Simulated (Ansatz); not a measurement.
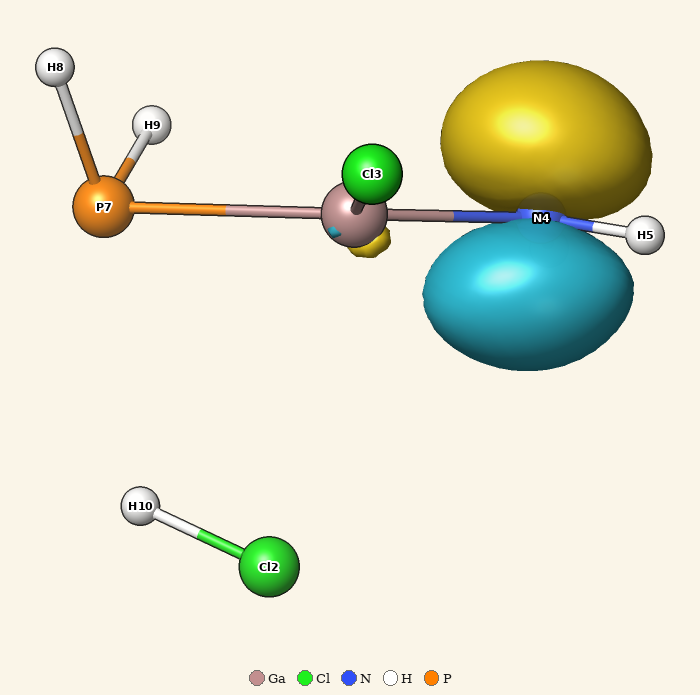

Figure 1: ClGaH₄NP···HCl. The HOMO at ±0.2 Å⁻³ᐟ² (yellow and cyan are the two phases), seen at a tilt.

Method: RKS PBE0-D4/def2-SVP (Ansatz).

```xyz
10

Ga    0.0889    0.6038   -0.1292
Cl   -0.6690   -0.2456    2.7159
Cl    1.6835   -0.8406   -0.3238
N    -1.4051    0.2431   -1.0783
H    -1.5898   -0.6892   -1.4298
H    -2.2557    0.7858   -0.9905
P     0.5560    2.5929    0.9639
H     1.8020    2.7979    0.3029
H    -0.1995    3.4209    0.0804
H    -0.2144    0.9564    2.8887
```

Question: What is the character of this orbital?

Answer: It lies mainly on N4 (about 70 %) and Ga1 (about 10 %); largely a lone pair of N4. Its energy is −7.37 eV.
